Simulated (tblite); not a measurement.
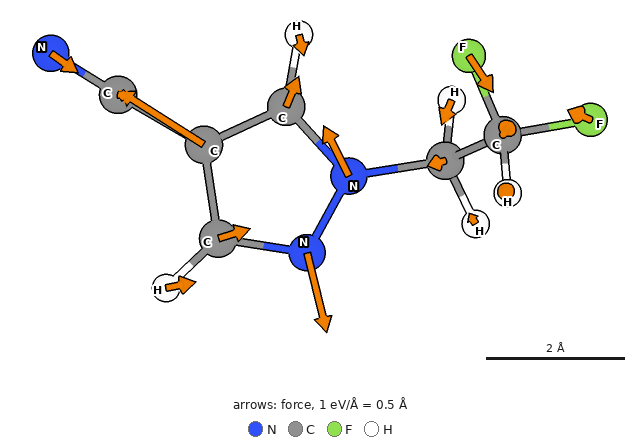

Starting geometry of C$_{6}$H$_{5}$F$_{2}$N$_{3}$ with the computed forces as orange arrows. The picture is a ball-and-stick view, seen face on.

The calculation used GFN2-xTB geometry optimisation, gas phase (tblite). 

Is this structure relaxed? If not, where do the atoms go?

It isn't relaxed: the largest force vector, on a C atom, is 2.96 eV/Å. The final displacements have little in common with the starting forces (cosine between the two patterns 0.26). An H atom moves most after the best rigid fit: 0.35 Å. Largest moves by element: H 0.35 Å, F 0.34 Å, N 0.22 Å, C 0.14 Å. Among the contacts that change: C–C 1.445 → 1.402 Å, C–F 1.381 → 1.349 Å, C–N 1.458 → 1.432 Å, C–H 1.116 → 1.093 Å. Bond angles that change, for instance: N–N–C 129.6° → 120.0°, N–C–H 128.5° → 121.3°, C–N–C 121.9° → 127.8°. The energy falls by 0.448 eV in 69 geometry steps.
